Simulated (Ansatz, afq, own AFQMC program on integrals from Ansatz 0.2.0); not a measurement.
# BGeH (triplet): AFQMC on the coupled-cluster ladder at distance Ge1–B2 = 2.646 Å, cc-pVDZ

Aim: compute BGeH (triplet) with auxiliary-field quantum Monte Carlo on the same integrals as coupled cluster, and set the energies side by side.

Computed with Ansatz 0.2.0, Gaussian basis, and an in-house AFQMC program (afq) on its integrals; all values are calculated. Level: cc-pVDZ, frozen cores.

The runs, in order: PBE (unrestricted); r2SCAN (unrestricted); PBE0 (unrestricted); B3LYP (unrestricted); wB97M-V (unrestricted); B2PLYP (unrestricted); CCSD(T) on UHF; CCSDT(Q) on UHF; Phaseless AFQMC, CISD trial on UHF.

10 further runs of the same task are left out: 10 that didn't finish.

**1. The geometry**

The geometry derives from a PBE0/def2-TZVP stationary point (not a proven minimum). One bond is set to the value named and the two fragments are kept rigid. No spin-orbit coupling is included. The filled d shell of Ge may be among the frozen orbitals whatever the setting's name suggests; the logs give the count.

3 atoms, charge 0, spin multiplicity 3.

Atoms are counted from 1 here; the program's logs count them from 0.

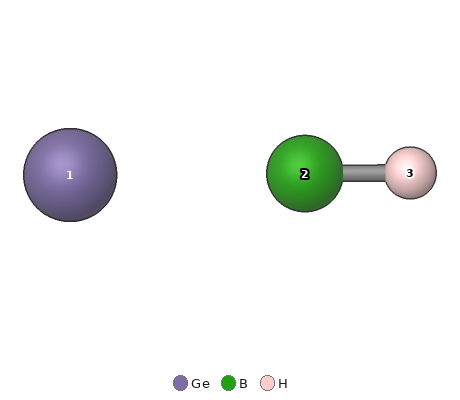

The geometry (germanium purple, boron green, hydrogen pink); atoms are numbered from 1 in the order of the file.

**2. PBE (unrestricted)**

File in.yaml:

```yaml
crystal:
  periodic: [false, false, false]
  atoms:
    - {symbol: Ge, position_ang: [0.000000, 0.000000, 2.160173]}
    - {symbol: B, position_ang: [0.000000, 0.000000, -0.485827]}
    - {symbol: H, position_ang: [0.000000, 0.000000, -1.674346]}
basis:
  gaussian: {orbitals: cc-pVDZ}
magnetization: {spin_polarized: true, initial_magnetization: 2}
hamiltonian: {xc: {name: PBE}}
output: {orbitals: {seedname: orbitals}}
```

The run is started by

```
> ansatz run in.yaml --threads 1 --pin off --events-out ev --progress --plain --max-ram 1382MiB
```

The log of the run:

```text
Functional definition: PBE
  name "PBE"
  cite "Perdew, Burke & Ernzerhof, Phys. Rev. Lett. 77, 3865 (1996) doi:10.1103/PhysRevLett.77.3865"
  parent pbe
  parameter kappa = 0.804
  parameter beta = 0.06672455060314922
  exchange = pbe_x(kappa = kappa, mu = beta*pi^2/3)
  correlation = pbe_c(beta = beta)
587 factors; their error is unknown
mean field evaluation 1: about -57188.3866 eV, gradient 2.6e1 eV
mean field evaluation 2: about -57123.1538 eV, gradient 5.4e1 eV
mean field evaluation 4: about -57195.3231 eV, gradient 3.8e0 eV
mean field evaluation 8: about -57195.4823 eV, gradient 5.3e-2 eV
mean field evaluation 16: about -57195.4666 eV, gradient 5.2e-5 eV
mean field evaluation 32: about -57194.9099 eV, gradient 2.8e0 eV
mean field evaluation 64: about -57195.3048 eV, gradient 2.8e0 eV
mean field -57195.46657830 eV, -2101.8946282728 hartree, gradient 5.2e-5 eV, S^2 2.003690; 7 other end points of the search recorded, 0 dependent functions left out
reference -57195.46660845 eV, -2101.8946293808 hartree; 20, 18 occupied and 26, 28 virtual orbitals, 587 factors
Total energy: -57195.46660845 eV, -2101.8946293808 hartree
```

It took 3.7 s on 1 thread of Arm Neoverse V1, shared host.

From the report: ⟨S²⟩ of the determinant 2.004 (pure triplet: 2.00).

**3. r2SCAN (unrestricted)**

Edit in.yaml of step 2 so:

```diff
@@ -9,3 +9,2 @@
 magnetization: {spin_polarized: true, initial_magnetization: 2}
-hamiltonian: {xc: {name: PBE}}
-output: {orbitals: {seedname: orbitals}}
+hamiltonian: {xc: {name: r2SCAN}}
```

The command is unchanged.

The log of the run, cut to the lines that bear on the results:

```text
Functional definition: r2SCAN
  name "r2SCAN"
  cite "Furness, Kaplan, Ning, Perdew & Sun, J. Phys. Chem. Lett. 11, 8208 (2020) doi:10.1021/acs.jpclett.0c02405"
  cite "Furness, Kaplan, Ning, Perdew & Sun, J. Phys. Chem. Lett. 11, 9248 (2020) doi:10.1021/acs.jpclett.0c03077"
  parent r2scan
[...]
587 factors; their error is unknown
[...]
mean field -57204.19467627 eV, -2102.2153799570 hartree, gradient 2.0e-6 eV, S^2 2.010996; 8 other end points of the search recorded, 0 dependent functions left out
reference -57204.19468622 eV, -2102.2153803227 hartree; 20, 18 occupied and 26, 28 virtual orbitals, 587 factors
Total energy: -57204.19468622 eV, -2102.2153803227 hartree
```

Run time: 11 s. Hardware: 1 thread of Arm Neoverse V1, shared host.

From the report: ⟨S²⟩ of the determinant 2.011 (pure triplet: 2.00).

**4. PBE0 (unrestricted)**

Edit in.yaml of step 3 so:

```diff
@@ -9,2 +9,3 @@
 magnetization: {spin_polarized: true, initial_magnetization: 2}
-hamiltonian: {xc: {name: r2SCAN}}
+hamiltonian: {xc: {name: PBE0}}
+output: {orbitals: {seedname: orbitals}}
```

Same command.

The log of the run, cut to the lines that bear on the results:

```text
Functional definition: PBE0
  name "PBE0"
  cite "Adamo & Barone, J. Chem. Phys. 110, 6158 (1999) doi:10.1063/1.478522"
  cite "Perdew, Burke & Ernzerhof, Phys. Rev. Lett. 77, 3865 (1996) doi:10.1103/PhysRevLett.77.3865"
  parent pbe
[...]
506 factors; integrals over basis functions are off by at most 9.3e-4 eV
[...]
mean field -57196.81677558 eV, -2101.9442471077 hartree, gradient 2.7e-5 eV, S^2 2.004308; 2 other end points of the search recorded, 0 dependent functions left out
reference -57196.81679849 eV, -2101.9442479496 hartree; 20, 18 occupied and 26, 28 virtual orbitals, 506 factors
Total energy: -57196.81679849 eV, -2101.9442479496 hartree
```

Run time: 2 s. Hardware: 1 thread of Arm Neoverse V1, shared host.

From the report: ⟨S²⟩ of the determinant 2.004 (pure triplet: 2.00).

**5. B3LYP (unrestricted)**

Edit in.yaml of step 4 so:

```diff
@@ -9,3 +9,2 @@
 magnetization: {spin_polarized: true, initial_magnetization: 2}
-hamiltonian: {xc: {name: PBE0}}
-output: {orbitals: {seedname: orbitals}}
+hamiltonian: {xc: {name: B3LYP}}
```

Same command.

The log of the run, cut to the lines that bear on the results:

```text
Functional definition: B3LYP
  name "B3LYP"
  cite "Stephens, Devlin, Chabalowski & Frisch, J. Phys. Chem. 98, 11623 (1994) doi:10.1021/j100096a001"
  cite "Becke, Phys. Rev. A 38, 3098 (1988) doi:10.1103/PhysRevA.38.3098"
  cite "Lee, Yang & Parr, Phys. Rev. B 37, 785 (1988) doi:10.1103/PhysRevB.37.785"
  cite "Vosko, Wilk & Nusair, Can. J. Phys. 58, 1200 (1980) doi:10.1139/p80-159"
[...]
506 factors; integrals over basis functions are off by at most 9.3e-4 eV
[...]
mean field -57206.53697245 eV, -2102.3014577542 hartree, gradient 2.1e-5 eV, S^2 2.002854; 1 other end points of the search recorded, 0 dependent functions left out
reference -57206.53716777 eV, -2102.3014649321 hartree; 20, 18 occupied and 26, 28 virtual orbitals, 506 factors
Total energy: -57206.53716777 eV, -2102.3014649321 hartree
```

Run time: 2 s. Hardware: 1 thread of Arm Neoverse V1, shared host.

From the report: ⟨S²⟩ of the determinant 2.003 (pure triplet: 2.00).

**6. wB97M-V (unrestricted)**

Edit in.yaml of step 5 so:

```diff
@@ -9,2 +9,3 @@
 magnetization: {spin_polarized: true, initial_magnetization: 2}
-hamiltonian: {xc: {name: B3LYP}}
+hamiltonian: {xc: {name: wB97M-V}}
+output: {orbitals: {seedname: orbitals}}
```

Same command.

The log of the run, cut to the lines that bear on the results:

```text
Functional definition: wB97M-V
  name "wB97M-V"
  cite "Mardirossian & Head-Gordon, J. Chem. Phys. 144, 214110 (2016) doi:10.1063/1.4952647"
  cite "Becke, J. Chem. Phys. 107, 8554 (1997) doi:10.1063/1.475007"
  cite "Vydrov & Van Voorhis, J. Chem. Phys. 133, 244103 (2010) doi:10.1063/1.3521275"
  # Of w^i u^j: cxij and so on, Table III.
[...]
  gx(w, u) = 1 - cx + cx01*u + cx10*w
  gss(w, u) = css00 + css04*u^4 + css10*w + css20*w^2 + css43*w^4*u^3
  gos(w, u) = cos00 + cos10*w + (cos20 + cos21*u)*w^2 + (cos60 + cos61*u)*w^6
[...]
      + integral(e_c_pw_mod_opposite_spin*gos(b97_w_opposite, b97_u_opposite)) + vv10(b, c)
506 factors; integrals over basis functions are off by at most 9.3e-4 eV
148 factors; integrals over basis functions are off by at most 1.0e-5 eV
[...]
mean field -57201.34667974 eV, -2102.1107180151 hartree, gradient 2.9e-5 eV, S^2 2.002707; 1 other end points of the search recorded, 0 dependent functions left out
reference -57201.34671047 eV, -2102.1107191442 hartree; 20, 18 occupied and 26, 28 virtual orbitals, 506 factors
Total energy: -57201.34671047 eV, -2102.1107191442 hartree
```

It took 9 s on 1 thread of Arm Neoverse V1, shared host.

From the report: ⟨S²⟩ of the determinant 2.003 (pure triplet: 2.00).

**7. B2PLYP (unrestricted)**

Edit in.yaml of step 6 so:

```diff
@@ -9,3 +9,3 @@
 magnetization: {spin_polarized: true, initial_magnetization: 2}
-hamiltonian: {xc: {name: wB97M-V}}
-output: {orbitals: {seedname: orbitals}}
+hamiltonian: {xc: {name: B2PLYP}}
+correlation: {electrons: outside_noble_gas}
```

The command is unchanged.

The log of the run, cut to the lines that bear on the results:

```text
Functional definition: B2PLYP
  name "B2PLYP"
  cite "Grimme, J. Chem. Phys. 124, 034108 (2006) doi:10.1063/1.2148954"
  cite "Becke, Phys. Rev. A 38, 3098 (1988) doi:10.1103/PhysRevA.38.3098"
  cite "Lee, Yang & Parr, Phys. Rev. B 37, 785 (1988) doi:10.1103/PhysRevB.37.785"
[...]
506 factors; integrals over basis functions are off by at most 9.3e-4 eV
[...]
mean field -57191.57317555 eV, -2101.7515483608 hartree, gradient 1.7e-6 eV, S^2 2.005225; 6 other end points of the search recorded, 0 dependent functions left out
15 core orbitals not correlated: weight in the atoms' cores, before any rotation towards them, 1.000 or more for the frozen orbitals, at most 0.000 for the correlated occupied ones
reference -57191.57330003 eV, -2101.7515529353 hartree; 5, 3 occupied and 26, 28 virtual orbitals, 506 factors
second order -4.62039760 eV of doubles, -0.00000000 eV of singles
Total energy: -57192.82080738 eV, -2101.7973979849 hartree
```

Wall time 4.9 s (1 thread of Arm Neoverse V1, shared host).

From the report: ⟨S²⟩ of the determinant 2.005 (pure triplet: 2.00).

**8. CCSD(T) on UHF**

Edit in.yaml of step 7 so:

```diff
@@ -9,3 +9,2 @@
 magnetization: {spin_polarized: true, initial_magnetization: 2}
-hamiltonian: {xc: {name: B2PLYP}}
-correlation: {electrons: outside_noble_gas}
+correlation: {method: ccsd_t, electrons: outside_noble_gas, hamiltonian_folder: ham}
```

Same command.

The log of the run, cut to the lines that bear on the results:

```text
Functional definition: HF
  name "HF"
  cite "Fock, Z. Phys. 61, 126 (1930) doi:10.1007/BF01340294"
  parent pbe
[...]
506 factors; integrals over basis functions are off by at most 9.3e-4 eV
[...]
mean field -57156.24005360 eV, -2100.4530800788 hartree, gradient 4.4e-6 eV, S^2 2.018478; 20 other end points of the search recorded, 0 dependent functions left out
determinant -57156.24005360 eV, -2100.4530800788 hartree, with singles and doubles -57160.49827139 eV, -2100.6095666964 hartree
determinant -57155.43222215 eV, -2100.4233928208 hartree, with singles and doubles -57159.34307433 eV, -2100.5671139873 hartree
determinant -57154.75920110 eV, -2100.3986597530 hartree, with singles and doubles -57158.24456383 eV, -2100.5267444711 hartree
determinant -57154.44625550 eV, -2100.3871592144 hartree, with singles and doubles -57157.76261947 eV, -2100.5090333424 hartree
[...]
determinant -57153.94785211 eV, -2100.3688432279 hartree, with singles and doubles -57158.19623670 eV, -2100.5249684819 hartree
determinant -57153.78717715 eV, -2100.3629385321 hartree, with singles and doubles -57157.52741013 eV, -2100.5003895588 hartree
determinant -57153.06524086 eV, -2100.3364078625 hartree, with singles and doubles -57156.83108993 eV, -2100.4748002632 hartree
15 core orbitals not correlated: weight in the atoms' cores, before any rotation towards them, 1.000 or more for the frozen orbitals, at most 0.000 for the correlated occupied ones
reference -57156.24005360 eV, -2100.4530800788 hartree; 5, 3 occupied and 26, 28 virtual orbitals, 506 factors
second order -3.10906666 eV of doubles, -0.00000000 eV of singles
cycle   1  -4.25650199 eV  change    1.7e-3 eV  update   4.1e-3
[...]
cycle  10  -4.25921806 eV  change   -3.6e-6 eV  update   4.7e-6
perturbative correction -0.20612005 eV, -0.0075747722 hartree
Total energy: -57160.70539172 eV, -2100.6171782279 hartree
```

Wall time 11 s (1 thread of Arm Neoverse V1, shared host).

From the report: ⟨S²⟩ of the determinant 2.018 (pure triplet: 2.00); correlation -4.4653 eV; T1 0.085; largest double amplitude 0.10.

This run also writes the integrals to the folder ham.

**9. CCSDT(Q) on UHF**

Edit in.yaml of step 8 so:

```diff
@@ -9,2 +9,2 @@
 magnetization: {spin_polarized: true, initial_magnetization: 2}
-correlation: {method: ccsd_t, electrons: outside_noble_gas, hamiltonian_folder: ham}
+correlation: {method: ccsdt_q, electrons: outside_noble_gas}
```

Same command.

The log of the run, cut to the lines that bear on the results:

```text
Functional definition: HF
  name "HF"
  cite "Fock, Z. Phys. 61, 126 (1930) doi:10.1007/BF01340294"
  parent pbe
[...]
849 factors; integrals over basis functions are off by at most 2.5e-7 eV
[...]
mean field -57156.24006898 eV, -2100.4530806439 hartree, gradient 1.8e-6 eV, S^2 2.018478; 25 other end points of the search recorded, 0 dependent functions left out
determinant -57156.24006898 eV, -2100.4530806439 hartree, with singles and doubles -57160.49828036 eV, -2100.6095670260 hartree
determinant -57155.43224266 eV, -2100.4233935744 hartree, with singles and doubles -57159.34309006 eV, -2100.5671145655 hartree
determinant -57154.75922671 eV, -2100.3986606943 hartree, with singles and doubles -57158.24458216 eV, -2100.5267451446 hartree
determinant -57154.44627905 eV, -2100.3871600801 hartree, with singles and doubles -57157.76263837 eV, -2100.5090340372 hartree
[...]
determinant -57153.21190485 eV, -2100.3417976649 hartree, with singles and doubles -57158.02722978 eV, -2100.5187575919 hartree
determinant -57153.06526526 eV, -2100.3364087591 hartree, with singles and doubles -57156.83113822 eV, -2100.4748020378 hartree
determinant -57152.99162840 eV, -2100.3337026545 hartree, with singles and doubles -57158.04897550 eV, -2100.5195567324 hartree
15 core orbitals not correlated: weight in the atoms' cores, before any rotation towards them, 1.000 or more for the frozen orbitals, at most 0.000 for the correlated occupied ones
reference -57156.24006898 eV, -2100.4530806439 hartree; 5, 3 occupied and 26, 28 virtual orbitals, 849 factors
second order -3.10907517 eV of doubles, -0.00000000 eV of singles
cycle   1  -3.77007734 eV  change   -6.6e-1 eV  update   1.1e-1
[...]
cycle  21  -4.53855116 eV  change    6.0e-7 eV  update   9.4e-7
perturbative correction -0.02923313 eV, -0.0010742978 hartree
Total energy: -57160.80785327 eV, -2100.6209436206 hartree
```

Run time: 30 s. Hardware: 1 thread of Arm Neoverse V1, shared host.

From the report: ⟨S²⟩ of the determinant 2.018 (pure triplet: 2.00); correlation -4.5678 eV; T1 0.096; largest double amplitude 0.16.

**10. Phaseless AFQMC, CISD trial on UHF**

It reads the integrals that the CCSD(T) run on this determinant wrote.

The run is started by

```
> afq ham --method phaseless --trial cisd --walkers 60 --populations 1 --least-time 40 --time-step 0.005 --steps-per-block 50 --equilibration-blocks 40 --max-blocks 300 --target-error 0.00068 --factor-cut 1e-05 --start spin_pure --seed 3294 --release-times 0.24,0.51,0.99,1.62,2.4 --release-step 0.03 --release-every 4 --taylor-order 6
```

The log of the run:

```text
orbitals 31  electrons 5 3  factors 223 of 506
reference energy -2100.45308008 Eh
CCSD correlation -0.15652329 Eh in 14 cycles, weight of the determinant in the CISD state 0.7728
energy of the start -2100.609147 Eh
 block  time / (1/Eh)  mean weight  energy / Eh
     1     0.250  0.9989  -2100.607965
     2     0.500  1.0000  -2100.608544
     3     0.750  0.9985  -2100.609916
     4     1.000  0.9999  -2100.611203
     5     1.250  0.9993  -2100.612761
     6     1.500  0.9995  -2100.613534
     7     1.750  1.0001  -2100.613296
     8     2.000  1.0009  -2100.613652
     9     2.250  1.0001  -2100.612527
    10     2.500  0.9994  -2100.613786
    11     2.750  1.0006  -2100.612972
    16     4.000  0.9997  -2100.615886
    21     5.250  1.0000  -2100.619882
    26     6.500  1.0004  -2100.617255
    31     7.750  1.0004  -2100.615915
    36     9.000  1.0010  -2100.615063
    41    10.250  0.9999  -2100.617643
    46    11.500  1.0018  -2100.616966
    51    12.750  1.0003  -2100.612733
    56    14.000  0.9988  -2100.620211
    61    15.250  1.0001  -2100.610263
    66    16.500  1.0021  -2100.610821
    71    17.750  1.0006  -2100.616845
    76    19.000  1.0024  -2100.615868
    81    20.250  1.0001  -2100.616759
    86    21.500  1.0005  -2100.607557
    91    22.750  1.0024  -2100.620642
    96    24.000  0.9991  -2100.617315
   101    25.250  1.0006  -2100.621592
   106    26.500  0.9997  -2100.611480
   111    27.750  1.0005  -2100.607034
   116    29.000  1.0014  -2100.614208
   121    30.250  0.9980  -2100.608834
   126    31.500  1.0002  -2100.610305
   131    32.750  0.9989  -2100.619474
   136    34.000  0.9992  -2100.620446
   141    35.250  0.9995  -2100.615454
   146    36.500  0.9991  -2100.613925
   151    37.750  0.9998  -2100.610208
   156    39.000  1.0006  -2100.619358
   161    40.250  1.0011  -2100.618195
   166    41.500  0.9980  -2100.618338
   171    42.750  0.9984  -2100.610687
   176    44.000  0.9998  -2100.614685
   181    45.250  1.0017  -2100.617668
   186    46.500  1.0001  -2100.608440
   191    47.750  0.9993  -2100.621904
   196    49.000  1.0009  -2100.621182
   201    50.250  0.9997  -2100.613921
   206    51.500  0.9983  -2100.613990
   211    52.750  1.0008  -2100.612703
   216    54.000  0.9982  -2100.620314
blocks merged  error / Eh  count
     1  0.000349  180
     2  0.000442  90
     4  0.000537  45
     8  0.000611  22
    16  0.000675  11
released: time / (1/Eh)  energy / Eh  error  mean overlap
  0.24  -2100.616146  0.000947  0.9944
  0.51  -2100.616123  0.000881  1.0030
  0.99  -2100.617911  0.000901  0.9895
  1.62  -2100.617400  0.001040  0.9927
  2.40  -2100.621460  0.001815  0.9839
energy -2100.615005 +/- 0.000611 Eh
```

It took 2.8 min on 1 thread of Arm Neoverse V1, shared host.

Energy -57160.6463 ± 0.0166 eV. Caveats: constraint bias not in the error.

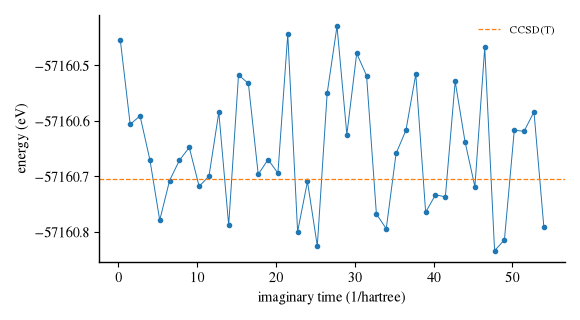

Block energies along the walk.

**11. AFQMC on the ladder**

On the UHF determinant, counted from CCSDT(Q) (a yardstick, not exact):

```
                                              level  energy (eV)  from CCSDT(Q) (kcal/mol)  statistical error (kcal/mol)     time
                                                 HF  -57156.2401                   +105.34                                       
                                                MP2  -57159.3491                    +33.64                                       
                                               CCSD  -57160.4993                     +7.12                                       
                                            CCSD(T)  -57160.7054                     +2.36                                       
                                           CCSDT(Q)  -57160.8079                      0.00                                       
Phaseless AFQMC, CISD trial, step 0.005, 60 walkers  -57160.6463                     +3.73                          0.38  2.8 min
```

The functionals' totals stand on their own zeros and serve differences with other points: PBE -57195.467 eV; r2SCAN -57204.195 eV; PBE0 -57196.817 eV; B3LYP -57206.537 eV; wB97M-V -57201.347 eV; B2PLYP -57192.821 eV.

**12. Summary of results**

| quantity | value |
| --- | --- |
| CCSD(T) on UHF from CCSDT(Q) | +2.36 kcal/mol |
| Phaseless AFQMC, CISD trial on UHF from CCSDT(Q) | +3.73 ± 0.38 kcal/mol |

On UHF the phaseless walk with the CISD trial lies +3.73 kcal/mol from CCSDT(Q), 10 times its error bar. Error bars are statistical and leave out the constraint, the time step and what remains of the start.
